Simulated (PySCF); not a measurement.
# C4H6Cl2Si, a complex of two parts: electronic excitations

Wanted: the electronic excitations for `Cl[Si]Cl` with `CC#CC`.

Computed with PySCF 2.14.0; each step states its level. No surroundings beyond the atoms listed, unless a continuum is named. Atoms count from 0, parts from 1.

### Step 1. Starting point

13 atoms, charge 0, multiplicity 1; geometry: GFN2-xTB, MD frame. Parts: 1 = atoms 0–2, `Cl[Si]Cl`, charge 0; 2 = atoms 3–12, `CC#CC`, charge 0.

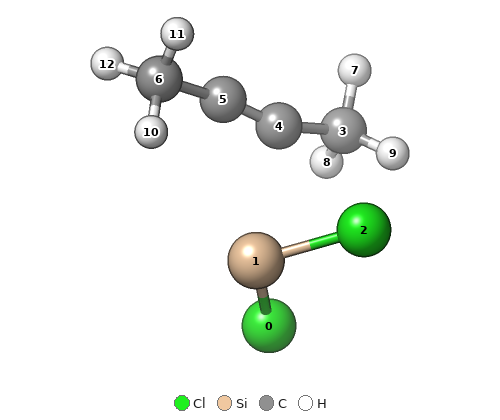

The starting geometry (chlorine green, silicon light orange, carbon grey, hydrogen white), atoms numbered.

### Step 2. Excited states and response: 250 fs

The job: settings as JSON, then the geometry in Å.

```
{"job": {"kind": "uv", "xc": "CAM-B3LYP", "basis": "def2-SVP", "nstates": 4, "ntriplets": 0}, "charge": 0, "multiplicity": 1, "parts": [{"atoms": "0-2", "charge": 0, "multiplicity": 1}, {"atoms": "3-12", "charge": 0, "multiplicity": 1}]}
Cl     0.655590    -2.634534     0.742914
Si     2.048071    -1.170730     0.621875
Cl     2.424327    -1.326907    -1.327493
C     -1.162777    -0.271971    -1.881652
C     -0.444475     0.400994    -0.804372
C     -0.187809     1.279444    -0.043358
C      0.500336     2.201145     0.919996
H     -1.570806     0.565853    -2.487721
H     -1.986067    -0.848262    -1.454108
H     -0.530384    -0.864149    -2.500067
H      1.214783     1.524619     1.446957
H      1.035127     2.942311     0.362765
H     -0.229267     2.667849     1.624275
```

Method: TDDFT CAM-B3LYP/def2-SVP, vertical, gas phase, core orbitals frozen in the response.

The run is started by

```bash
$ OMP_NUM_THREADS=1 python cluster_run.py task.json out
```

This one command runs all jobs of the session in turn.

Output:

```text
coarse grid: 12936 points
cycle   1  E = -1365.1260959269  dE =  6.825e-01  |g| = 4.317e-01  |ddm| = 3.803e+00
cycle   2  E = -1365.1462958950  dE = -2.020e-02  |g| = 3.691e-01  |ddm| = 1.067e+00
cycle   3  E = -1365.1856576442  dE = -3.936e-02  |g| = 4.108e-02  |ddm| = 5.012e-01
cycle   4  E = -1365.1858801043  dE = -2.225e-04  |g| = 3.398e-02  |ddm| = 8.061e-02
cycle   5  E = -1365.1861586434  dE = -2.785e-04  |g| = 7.808e-03  |ddm| = 3.698e-02
cycle   6  E = -1365.1861750777  dE = -1.643e-05  |g| = 1.568e-03  |ddm| = 1.204e-02
cycle   7  E = -1365.1861760913  dE = -1.014e-06  |g| = 3.254e-04  |ddm| = 3.661e-03
final grid: 112488 points
cycle   8  E = -1365.3495858810  dE = -2.098e-05  |g| = 3.162e-03  |ddm| = 1.869e-02
cycle   9  E = -1365.3495869256  dE = -1.045e-06  |g| = 2.477e-03  |ddm| = 6.085e-03
cycle  10  E = -1365.3495884760  dE = -1.550e-06  |g| = 1.529e-04  |ddm| = 2.691e-03
cycle  11  E = -1365.3495884817  dE = -5.696e-09  |g| = 7.733e-05  |ddm| = 2.560e-04
cycle  12  E = -1365.3495884832  dE = -1.501e-09  |g| = 3.062e-05  |ddm| = 1.201e-04
cycle  13  E = -1365.3495884834  dE = -2.349e-10  |g| = 7.481e-06  |ddm| = 3.220e-05
converged SCF energy = -1365.3495884834

Static polarisability (au): isotropic 82.199, principal 73.831 77.390 95.375

Singlet excitations
state   eV       nm        f      main configurations
  1   4.1265    300.5   0.07940   H->L 0.95
  2   5.1070    242.8   0.01652   H-1->L 0.95
  3   5.2142    237.8   0.03454   H-2->L 0.94
  4   5.3411    232.1   0.00053   H-3->L 0.98

== part 1 alone, relaxed ==
coarse grid: 4872 points
cycle   1  E = -1209.4213535835  dE =  1.606e-01  |g| = 3.751e-01  |ddm| = 1.775e+00
cycle   2  E = -1209.4258880331  dE = -4.534e-03  |g| = 3.846e-01  |ddm| = 9.564e-01
cycle   3  E = -1209.4697828148  dE = -4.389e-02  |g| = 8.795e-03  |ddm| = 4.696e-01
cycle   4  E = -1209.4698524377  dE = -6.962e-05  |g| = 2.797e-03  |ddm| = 3.859e-02
cycle   5  E = -1209.4698577886  dE = -5.351e-06  |g| = 9.843e-04  |ddm| = 1.009e-02
final grid: 35424 points
cycle   6  E = -1209.5991196723  dE = -3.393e-06  |g| = 1.816e-03  |ddm| = 9.409e-03
cycle   7  E = -1209.5991200874  dE = -4.152e-07  |g| = 1.237e-03  |ddm| = 3.495e-03
cycle   8  E = -1209.5991204530  dE = -3.656e-07  |g| = 1.474e-04  |ddm| = 1.593e-03
cycle   9  E = -1209.5991204601  dE = -7.048e-09  |g| = 2.504e-05  |ddm| = 1.889e-04
cycle  10  E = -1209.5991204604  dE = -3.604e-10  |g| = 5.057e-06  |ddm| = 7.809e-05
converged SCF energy = -1209.5991204604

Static polarisability (au): isotropic 40.609, principal 29.389 39.162 53.275

Singlet excitations
state   eV       nm        f      main configurations
  1   3.8678    320.6   0.04300   H->L 0.99
  2   5.1163    242.3   0.00000   H-1->L 1.00
  3   6.0726    204.2   0.01948   H-2->L 0.89, H->L+1 0.09
  4   6.6509    186.4   0.01034   H-4->L 0.99

== part 2 alone, relaxed ==
coarse grid: 8064 points
cycle   1  E = -155.7073711992  dE =  4.472e-01  |g| = 2.679e-01  |ddm| = 3.377e+00
cycle   2  E = -155.7223166327  dE = -1.495e-02  |g| = 1.554e-01  |ddm| = 5.758e-01
cycle   3  E = -155.7291496503  dE = -6.833e-03  |g| = 2.006e-02  |ddm| = 1.788e-01
cycle   4  E = -155.7292748828  dE = -1.252e-04  |g| = 4.766e-03  |ddm| = 4.939e-02
cycle   5  E = -155.7292801705  dE = -5.288e-06  |g| = 1.734e-03  |ddm| = 1.045e-02
final grid: 77064 points
cycle   6  E = -155.7634758867  dE = -1.881e-05  |g| = 1.704e-03  |ddm| = 2.170e-02
cycle   7  E = -155.7634763181  dE = -4.314e-07  |g| = 1.183e-03  |ddm| = 3.326e-03
cycle   8  E = -155.7634766884  dE = -3.703e-07  |g| = 1.078e-04  |ddm| = 1.144e-03
cycle   9  E = -155.7634766888  dE = -3.260e-10  |g| = 1.063e-04  |ddm| = 1.895e-04
cycle  10  E = -155.7634766914  dE = -2.687e-09  |g| = 1.975e-05  |ddm| = 1.007e-04
cycle  11  E = -155.7634766915  dE = -1.007e-10  |g| = 2.362e-06  |ddm| = 1.913e-05
converged SCF energy = -155.7634766915

Static polarisability (au): isotropic 40.535, principal 28.945 28.950 63.709

Singlet excitations
state   eV       nm        f      main configurations
  1   6.7675    183.2   0.00000   H->L+1 0.46, H-1->L+2 0.46
  2   7.0380    176.2   0.00084   H-1->L+2 0.33, H->L+1 0.33, H-1->L+1 0.14
  3   7.0380    176.2   0.00082   H->L+2 0.33, H-1->L+1 0.33, H-1->L+2 0.14
  4   8.3592    148.3   0.00235   H->L 0.98
```

It took 20 s on 1 thread of Arm Neoverse V1, shared host; peak memory 0.71 GiB.

The orbitals next to the gap, with their largest atomic shares:

```tsv
orbital	eV	atoms
HOMO−3	-9.96	Cl0 53 %, Cl2 44 %
HOMO−2	-8.89	C5 38 %, C4 37 %
HOMO−1	-8.78	C5 38 %, C4 37 %, C3 4 %
HOMO	-8.38	Si1 59 %, Cl0 16 %, Cl2 15 %
LUMO	-0.92	Si1 78 %, Cl2 8 %, Cl0 8 %
LUMO+1	1.93	Si1 74 %, Cl0 10 %, Cl2 8 %
LUMO+2	2.10	C5 29 %, C4 26 %, H7 14 %
```

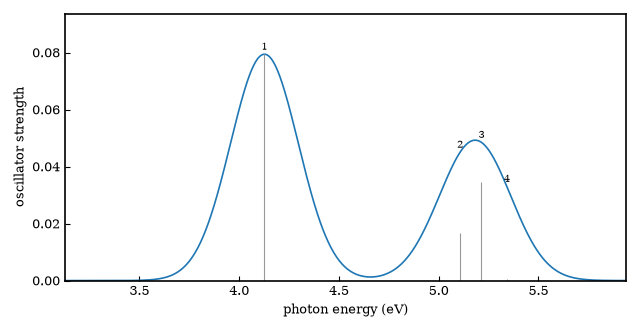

Absorption spectrum from the 4 singlet states computed; above the last one it falls off for lack of states. Lines are broadened to a width of 0.40 eV (Gaussian).

Ground-state properties from the same run:

```tsv
property	computed
dipole moment (D)	1.24
polarisability (Å³)	12.18
HOMO–LUMO gap (eV)	7.46
−ε(HOMO) (eV)	8.38
```

### Step 3. Ultraviolet spectrum: 400 fs

The job: settings as JSON, then the geometry in Å.

```
{"job": {"kind": "uv", "xc": "CAM-B3LYP", "basis": "def2-SVP", "nstates": 4, "ntriplets": 0}, "charge": 0, "multiplicity": 1, "parts": [{"atoms": "0-2", "charge": 0, "multiplicity": 1}, {"atoms": "3-12", "charge": 0, "multiplicity": 1}]}
Cl     0.482011    -2.531386     0.942426
Si     1.850795    -1.008060     0.580830
Cl     2.656999    -1.533040    -1.224088
C     -0.867074     0.005587    -1.657291
C     -0.583348     0.962755    -0.564196
C     -0.163096     1.538120     0.418999
C      0.093415     2.527742     1.428486
H     -1.912251     0.034238    -1.956992
H     -0.621170    -0.949924    -1.271356
H     -0.138813     0.145584    -2.550379
H      1.120514     2.587482     1.774492
H     -0.332969     3.505414     1.019564
H     -0.374895     2.317284     2.363232
```

With the program's defaults for keys left out, this is: TDDFT CAM-B3LYP/def2-SVP, vertical, gas phase, core orbitals frozen in the response.

Output:

```text
coarse grid: 12936 points
cycle   1  E = -1365.1308638867  dE =  5.542e-01  |g| = 4.322e-01  |ddm| = 3.813e+00
cycle   2  E = -1365.1480174458  dE = -1.715e-02  |g| = 3.877e-01  |ddm| = 1.108e+00
cycle   3  E = -1365.1922561010  dE = -4.424e-02  |g| = 2.952e-02  |ddm| = 5.176e-01
cycle   4  E = -1365.1925134569  dE = -2.574e-04  |g| = 1.566e-02  |ddm| = 6.837e-02
cycle   5  E = -1365.1925742984  dE = -6.084e-05  |g| = 7.392e-03  |ddm| = 2.425e-02
cycle   6  E = -1365.1925875489  dE = -1.325e-05  |g| = 2.229e-03  |ddm| = 9.047e-03
cycle   7  E = -1365.1925892435  dE = -1.695e-06  |g| = 3.870e-04  |ddm| = 3.602e-03
final grid: 112488 points
cycle   8  E = -1365.3549289558  dE = -2.177e-05  |g| = 3.042e-03  |ddm| = 2.045e-02
cycle   9  E = -1365.3549299186  dE = -9.628e-07  |g| = 2.413e-03  |ddm| = 6.153e-03
cycle  10  E = -1365.3549314161  dE = -1.497e-06  |g| = 1.844e-04  |ddm| = 2.635e-03
cycle  11  E = -1365.3549314211  dE = -5.011e-09  |g| = 1.435e-04  |ddm| = 3.456e-04
cycle  12  E = -1365.3549314258  dE = -4.719e-09  |g| = 4.905e-05  |ddm| = 1.664e-04
cycle  13  E = -1365.3549314265  dE = -6.294e-10  |g| = 6.288e-06  |ddm| = 5.447e-05
converged SCF energy = -1365.3549314265

Static polarisability (au): isotropic 85.943, principal 76.960 81.885 98.984

Singlet excitations
state   eV       nm        f      main configurations
  1   3.8876    318.9   0.09539   H->L 0.93
  2   4.9750    249.2   0.00148   H-1->L 0.97
  3   5.4693    226.7   0.08638   H-2->L 0.79, H-3->L 0.14
  4   5.5344    224.0   0.01787   H-3->L 0.85, H-2->L 0.13
```

It took 16 s on 1 thread of Arm Neoverse V1, shared host; peak memory 0.74 GiB.

In short: HOMO -8.10 eV, LUMO -0.97 eV; lowest singlet 3.89 eV.

### Step 4. TDDFT and polarisability: 550 fs

The job: settings as JSON, then the geometry in Å.

```
{"job": {"kind": "uv", "xc": "CAM-B3LYP", "basis": "def2-SVP", "nstates": 4, "ntriplets": 0}, "charge": 0, "multiplicity": 1, "parts": [{"atoms": "0-2", "charge": 0, "multiplicity": 1}, {"atoms": "3-12", "charge": 0, "multiplicity": 1}]}
Cl     0.189843    -2.262969     0.899401
Si     1.642927    -0.883852     0.411868
Cl     2.257194    -1.511614    -1.524875
C     -0.996369     0.496483    -1.614085
C     -0.575465     1.280275    -0.530695
C     -0.392955     2.014746     0.396669
C      0.081847     2.773480     1.485709
H     -1.163741     1.232961    -2.441796
H     -1.899922    -0.183719    -1.470938
H     -0.219547    -0.182629    -1.989985
H      1.065351     2.353030     1.826824
H      0.382887     3.792558     1.255145
H     -0.562726     2.832178     2.428438
```

Method: TDDFT CAM-B3LYP/def2-SVP, vertical, gas phase, core orbitals frozen in the response.

Output:

```text
coarse grid: 12936 points
cycle   1  E = -1365.1239192655  dE =  6.049e-01  |g| = 4.576e-01  |ddm| = 3.904e+00
cycle   2  E = -1365.1396232195  dE = -1.570e-02  |g| = 4.275e-01  |ddm| = 1.218e+00
cycle   3  E = -1365.1939417370  dE = -5.432e-02  |g| = 3.198e-02  |ddm| = 5.719e-01
cycle   4  E = -1365.1941806431  dE = -2.389e-04  |g| = 2.210e-02  |ddm| = 7.875e-02
cycle   5  E = -1365.1942997165  dE = -1.191e-04  |g| = 8.294e-03  |ddm| = 3.117e-02
cycle   6  E = -1365.1943171769  dE = -1.746e-05  |g| = 2.221e-03  |ddm| = 1.080e-02
cycle   7  E = -1365.1943190153  dE = -1.838e-06  |g| = 3.601e-04  |ddm| = 4.302e-03
final grid: 112488 points
cycle   8  E = -1365.3559893708  dE = -1.777e-05  |g| = 2.697e-03  |ddm| = 2.091e-02
cycle   9  E = -1365.3559900263  dE = -6.554e-07  |g| = 2.213e-03  |ddm| = 5.443e-03
cycle  10  E = -1365.3559912969  dE = -1.271e-06  |g| = 1.554e-04  |ddm| = 2.463e-03
cycle  11  E = -1365.3559913013  dE = -4.404e-09  |g| = 1.146e-04  |ddm| = 2.850e-04
cycle  12  E = -1365.3559913044  dE = -3.076e-09  |g| = 4.161e-05  |ddm| = 1.311e-04
cycle  13  E = -1365.3559913049  dE = -4.629e-10  |g| = 7.129e-06  |ddm| = 5.005e-05
converged SCF energy = -1365.3559913049

Static polarisability (au): isotropic 87.219, principal 75.428 78.424 107.807

Singlet excitations
state   eV       nm        f      main configurations
  1   3.8690    320.5   0.08321   H->L 0.84, H-2->L 0.14
  2   4.8221    257.1   0.00195   H-1->L 0.96
  3   4.9742    249.3   0.07183   H-2->L 0.83, H->L 0.14
  4   5.2865    234.5   0.00013   H-3->L 0.99
```

Wall time 16 s (1 thread of Arm Neoverse V1, shared host); peak memory 0.74 GiB.

In short: HOMO -8.30 eV, LUMO -1.23 eV; lowest singlet 3.87 eV.

### Step 5. Excited states and response: 700 fs

The job: settings as JSON, then the geometry in Å.

```
{"job": {"kind": "uv", "xc": "CAM-B3LYP", "basis": "def2-SVP", "nstates": 4, "ntriplets": 0}, "charge": 0, "multiplicity": 1, "parts": [{"atoms": "0-2", "charge": 0, "multiplicity": 1}, {"atoms": "3-12", "charge": 0, "multiplicity": 1}]}
Cl     0.031788    -2.016198     0.669499
Si     1.820713    -1.085266     0.291014
Cl     2.016400    -1.093361    -1.882733
C     -1.144465     0.673610    -1.814988
C     -0.694185     1.251115    -0.530661
C     -0.072879     1.527007     0.471706
C      0.380644     2.146057     1.755507
H     -1.268478     1.453616    -2.581598
H     -2.154527     0.270653    -1.675289
H     -0.362697    -0.040569    -2.127902
H      1.062570     1.481723     2.275548
H      0.822743     3.127723     1.455976
H     -0.372787     2.440994     2.433466
```

Method: TDDFT CAM-B3LYP/def2-SVP, vertical, gas phase, core orbitals frozen in the response.

Output:

```text
coarse grid: 12936 points
cycle   1  E = -1365.1219674764  dE =  4.372e-01  |g| = 4.562e-01  |ddm| = 3.741e+00
cycle   2  E = -1365.1336069941  dE = -1.164e-02  |g| = 4.437e-01  |ddm| = 1.239e+00
cycle   3  E = -1365.1924179736  dE = -5.881e-02  |g| = 4.904e-02  |ddm| = 5.972e-01
cycle   4  E = -1365.1926657941  dE = -2.478e-04  |g| = 4.364e-02  |ddm| = 9.534e-02
cycle   5  E = -1365.1931336858  dE = -4.679e-04  |g| = 8.050e-03  |ddm| = 4.474e-02
cycle   6  E = -1365.1931531212  dE = -1.944e-05  |g| = 1.830e-03  |ddm| = 1.257e-02
cycle   7  E = -1365.1931548185  dE = -1.697e-06  |g| = 4.098e-04  |ddm| = 4.443e-03
final grid: 112488 points
cycle   8  E = -1365.3567423812  dE = -2.096e-05  |g| = 3.156e-03  |ddm| = 2.105e-02
cycle   9  E = -1365.3567433464  dE = -9.653e-07  |g| = 2.537e-03  |ddm| = 6.145e-03
cycle  10  E = -1365.3567449797  dE = -1.633e-06  |g| = 1.649e-04  |ddm| = 2.751e-03
cycle  11  E = -1365.3567449871  dE = -7.445e-09  |g| = 7.683e-05  |ddm| = 3.103e-04
cycle  12  E = -1365.3567449891  dE = -1.968e-09  |g| = 1.843e-05  |ddm| = 1.283e-04
cycle  13  E = -1365.3567449892  dE = -9.300e-11  |g| = 1.004e-05  |ddm| = 2.902e-05
converged SCF energy = -1365.3567449892

Static polarisability (au): isotropic 85.655, principal 74.393 81.702 100.870

Singlet excitations
state   eV       nm        f      main configurations
  1   3.9006    317.9   0.07160   H->L 0.91
  2   4.5553    272.2   0.00352   H-1->L 0.95
  3   4.9494    250.5   0.07581   H-2->L 0.86
  4   5.2402    236.6   0.00856   H-3->L 0.94
```

Run time: 16 s. Hardware: 1 thread of Arm Neoverse V1, shared host; peak memory 0.74 GiB.

In short: HOMO -8.54 eV, LUMO -1.33 eV; lowest singlet 3.90 eV.

### Step 6. Ultraviolet spectrum: 850 fs

The job: settings as JSON, then the geometry in Å.

```
{"job": {"kind": "uv", "xc": "CAM-B3LYP", "basis": "def2-SVP", "nstates": 4, "ntriplets": 0}, "charge": 0, "multiplicity": 1, "parts": [{"atoms": "0-2", "charge": 0, "multiplicity": 1}, {"atoms": "3-12", "charge": 0, "multiplicity": 1}]}
Cl     0.642336    -1.773530     0.635793
Si     2.245001    -0.740120    -0.087002
Cl     1.765082    -0.759933    -2.151525
C     -1.578196     0.986731    -1.762398
C     -0.980668     1.066500    -0.470678
C     -0.541313     1.223066     0.660182
C      0.093590     1.549413     1.866406
H     -1.641971     1.996398    -2.265575
H     -2.520984     0.406841    -1.689390
H     -1.018115     0.285886    -2.391880
H     -0.395953     1.050120     2.721813
H      1.260653     1.364235     1.888910
H     -0.066452     2.634709     1.993715
```

Level: TDDFT CAM-B3LYP/def2-SVP, vertical, gas phase, core orbitals frozen in the response.

Output:

```text
coarse grid: 12936 points
cycle   1  E = -1365.1156074441  dE =  5.791e-01  |g| = 4.616e-01  |ddm| = 3.875e+00
cycle   2  E = -1365.1308876752  dE = -1.528e-02  |g| = 4.387e-01  |ddm| = 1.250e+00
cycle   3  E = -1365.1882486441  dE = -5.736e-02  |g| = 3.989e-02  |ddm| = 6.088e-01
cycle   4  E = -1365.1884491468  dE = -2.005e-04  |g| = 3.459e-02  |ddm| = 8.257e-02
cycle   5  E = -1365.1887325919  dE = -2.834e-04  |g| = 1.003e-02  |ddm| = 4.100e-02
cycle   6  E = -1365.1887592467  dE = -2.665e-05  |g| = 1.757e-03  |ddm| = 1.354e-02
cycle   7  E = -1365.1887606257  dE = -1.379e-06  |g| = 3.182e-04  |ddm| = 4.188e-03
final grid: 112488 points
cycle   8  E = -1365.3511800066  dE = -1.927e-05  |g| = 2.809e-03  |ddm| = 2.543e-02
cycle   9  E = -1365.3511807489  dE = -7.423e-07  |g| = 2.285e-03  |ddm| = 6.504e-03
cycle  10  E = -1365.3511820796  dE = -1.331e-06  |g| = 2.634e-04  |ddm| = 2.708e-03
cycle  11  E = -1365.3511820893  dE = -9.754e-09  |g| = 1.926e-04  |ddm| = 4.676e-04
cycle  12  E = -1365.3511820980  dE = -8.734e-09  |g| = 4.756e-05  |ddm| = 2.329e-04
cycle  13  E = -1365.3511820987  dE = -6.521e-10  |g| = 6.170e-06  |ddm| = 7.211e-05
converged SCF energy = -1365.3511820987

Static polarisability (au): isotropic 83.781, principal 67.138 76.846 107.359

Singlet excitations
state   eV       nm        f      main configurations
  1   3.9381    314.8   0.04509   H-2->L 0.95
  2   4.2139    294.2   0.00147   H->L 0.96
  3   4.4332    279.7   0.01456   H-1->L 0.93
  4   4.9900    248.5   0.00004   H-3->L 0.99
```

Wall time 16 s (1 thread of Arm Neoverse V1, shared host); peak memory 0.74 GiB.

In short: HOMO -8.24 eV, LUMO -1.40 eV; lowest singlet 3.94 eV.

### Step 7. TDDFT and polarisability: 1000 fs

The job: settings as JSON, then the geometry in Å.

```
{"job": {"kind": "uv", "xc": "CAM-B3LYP", "basis": "def2-SVP", "nstates": 4, "ntriplets": 0}, "charge": 0, "multiplicity": 1, "parts": [{"atoms": "0-2", "charge": 0, "multiplicity": 1}, {"atoms": "3-12", "charge": 0, "multiplicity": 1}]}
Cl     1.033004    -2.040700     0.694706
Si     2.501220    -1.029609    -0.285013
Cl     1.888905    -1.085649    -2.282767
C     -1.783114     0.582332    -1.186491
C     -0.817186     0.981989    -0.164226
C     -0.299799     1.244588     0.893285
C      0.410651     1.459984     2.168749
H     -2.470868     1.389642    -1.316208
H     -2.377098    -0.290778    -0.893503
H     -1.359466     0.416301    -2.176751
H     -0.152989     1.052565     3.042949
H      1.378683     0.990450     2.155632
H      0.648805     2.529637     2.322970
```

With the program's defaults for keys left out, this is: TDDFT CAM-B3LYP/def2-SVP, vertical, gas phase, core orbitals frozen in the response.

Output:

```text
coarse grid: 12936 points
cycle   1  E = -1365.1295979621  dE =  5.386e-01  |g| = 4.490e-01  |ddm| = 3.798e+00
cycle   2  E = -1365.1462671810  dE = -1.667e-02  |g| = 4.127e-01  |ddm| = 1.153e+00
cycle   3  E = -1365.1964242005  dE = -5.016e-02  |g| = 4.012e-02  |ddm| = 5.507e-01
cycle   4  E = -1365.1966634879  dE = -2.393e-04  |g| = 3.226e-02  |ddm| = 8.011e-02
cycle   5  E = -1365.1969101136  dE = -2.466e-04  |g| = 9.340e-03  |ddm| = 3.599e-02
cycle   6  E = -1365.1969333361  dE = -2.322e-05  |g| = 1.703e-03  |ddm| = 1.324e-02
cycle   7  E = -1365.1969346142  dE = -1.278e-06  |g| = 3.112e-04  |ddm| = 4.014e-03
final grid: 112488 points
cycle   8  E = -1365.3603114910  dE = -2.150e-05  |g| = 3.246e-03  |ddm| = 2.101e-02
cycle   9  E = -1365.3603125119  dE = -1.021e-06  |g| = 2.591e-03  |ddm| = 6.403e-03
cycle  10  E = -1365.3603141993  dE = -1.687e-06  |g| = 2.050e-04  |ddm| = 2.777e-03
cycle  11  E = -1365.3603142068  dE = -7.523e-09  |g| = 1.390e-04  |ddm| = 3.406e-04
cycle  12  E = -1365.3603142111  dE = -4.297e-09  |g| = 5.344e-05  |ddm| = 1.632e-04
cycle  13  E = -1365.3603142119  dE = -7.458e-10  |g| = 5.811e-06  |ddm| = 5.908e-05
converged SCF energy = -1365.3603142119

Static polarisability (au): isotropic 81.757, principal 65.072 75.426 104.773

Singlet excitations
state   eV       nm        f      main configurations
  1   3.8560    321.5   0.05029   H-1->L 0.52, H->L 0.32, H-2->L 0.15
  2   4.7307    262.1   0.00291   H->L 0.67, H-1->L 0.22, H-2->L 0.10
  3   4.9115    252.4   0.01230   H-2->L 0.74, H-1->L 0.24
  4   5.2381    236.7   0.00004   H-3->L 0.99
```

It took 16 s on 1 thread of Arm Neoverse V1, shared host; peak memory 0.74 GiB.

In short: HOMO -8.49 eV, LUMO -1.32 eV; lowest singlet 3.86 eV.

### Step 8. Run by run: electronic excitations

Excitations and ground-state properties, with basis size and wall time:

```tsv
frame	lowest singlet (eV)	brightest (eV)	f	gap (eV)	α (Å³)	μ (D)	functions	time
250 fs	4.13	4.13	0.079	7.46	12.18	1.24	140	20 s
400 fs	3.89	3.89	0.095	7.12	12.74	1.55	140	16 s
550 fs	3.87	3.87	0.083	7.08	12.92	1.63	140	16 s
700 fs	3.90	4.95	0.076	7.20	12.69	1.49	140	16 s
850 fs	3.94	3.94	0.045	6.84	12.42	1.01	140	16 s
1000 fs	3.86	3.86	0.050	7.17	12.12	0.87	140	16 s
```

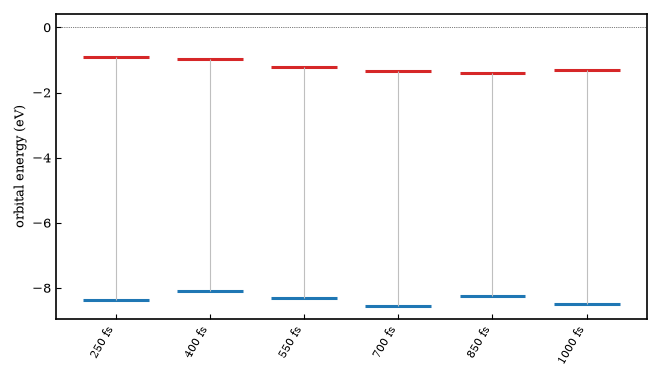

HOMO (blue) and LUMO (red) run by run.

### Step 9. What came out

```
                                   quantity                        value
lowest singlet (CAM-B3LYP/def2-SVP, 250 fs)  4.13 eV (300 nm), f = 0.079
                range of the lowest singlet              3.86 to 4.13 eV
```

In the first frame run (250 fs): The first singlet state (HOMO→LUMO 0.95) lies at 4.13 eV and is bright. The lowest singlet runs from 3.86 eV (1000 fs) to 4.13 eV (250 fs), while the orbital gap spans 6.84 to 7.46 eV. The lowest state need not be the same one in every run.
